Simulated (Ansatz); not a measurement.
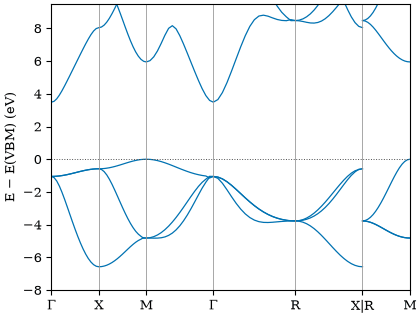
Fig. 1. Band structure from DFT-r²SCAN in the program Ansatz with PAW potentials

**Question.** Read off the gap and where the band edges lie.

**Answer.** About 3.5 eV (3.49 eV by a search for the band edges); maximum at M, minimum at Γ.

**Question.** Which of these materials gives this?
A. BaTiO3, cubic perovskite
B. KTaO3, cubic perovskite
C. MgO, CsCl type
D. SrTiO3, cubic perovskite

**Answer.** C, MgO, CsCl type

Space group Pm-3m (CsCl type). This is a known high-pressure phase of the composition, computed here at zero pressure and temperature. The cell was relaxed with r²SCAN under the symmetry of its start. At this level the phase is mechanically unstable.

Potentials: the earlier of the program's two PAW sets.
